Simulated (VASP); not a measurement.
Band structure of Ba$_{2}$Sr$_{2}$O$_{4}$ (ordered alloy cell). Computed with PBEsol GGA, VASP's PBE PAW potentials (set 64) (plane waves; VASP 6.6.1).

Unless said otherwise, spin-orbit coupling is left out, though it shifts the bands of the heavy elements here.

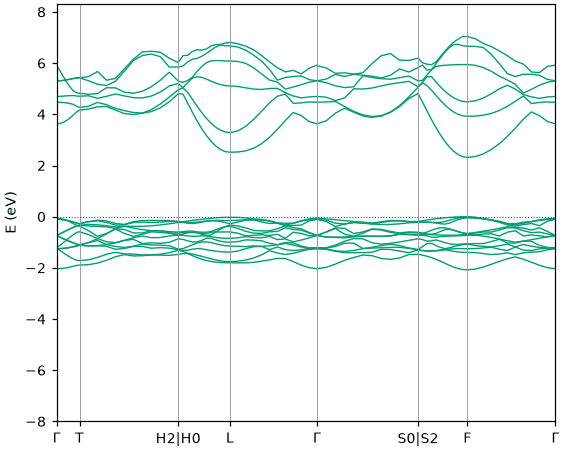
*Bands along high-symmetry lines, zero at the valence-band maximum or, without a gap, the Fermi level*

Problem. Read the plot: is there a gap, and where are the band edges?

Solution. The gap is direct, 2.32 eV, from the valence maximum at F to the conduction minimum at F. (Edges off the drawn lines would not show.)

The structure was generated: Ba2Sr2O4 was put into an ordered model structure (R-3m), which need not be its known phase. It was relaxed first.
